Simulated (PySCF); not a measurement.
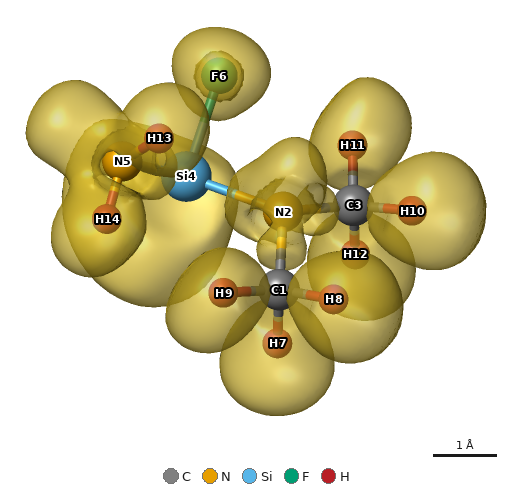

*C₂H₈FN₂Si (charge −1). Isosurface of the ELF at 0.75 (yellow), seen at a tilt. Core shells and regions of very low density are left out.*

Geometry: GFN2-xTB, coordinate held.

Theory: PySCF 2.14.0, PBE/pcSseg-1, SCF density, in a chloroform solvent model, non-relativistic.

```xyz
14

C    -0.3575   -1.3167   -0.1160
N    -0.2751    0.0759   -0.3656
C    -1.5576    0.6659   -0.5162
Si    0.8471    1.0088    0.7319
N     2.4418    0.3162    0.2560
F     0.9093    2.3658   -0.3092
H    -0.9506   -1.5681    0.7937
H    -0.8296   -1.8520   -0.9601
H     0.6439   -1.7266    0.0249
H    -2.0988    0.2387   -1.3793
H    -1.4374    1.7352   -0.6741
H    -2.2077    0.5250    0.3767
H     2.4225    0.1437   -0.7521
H     2.4791   -0.6194    0.6537
```

Question: What do the ELF domains correspond to?

Answer: The surface consists of six regions around hydrogen nuclei, one region on N in which the atom's valence shell and bonds are merged, one lobe on Si, pointing away from the bonds (lone pairs), one region wrapped around F (its lone pairs, merged into a ring or cap) and one joined region spread over several atoms (H, N), in which their bonds and any lone pairs are merged. Along the contacts the grid gives the following. C–N (1.42 Å): the ELF peaks at about 0.90 between the atoms: a shared electron pair. Si–F (1.71 Å): the ELF peaks at about 0.85 in the valence shell of F, 0.5 Å from its nucleus, and is about 0.50 at the midpoint.
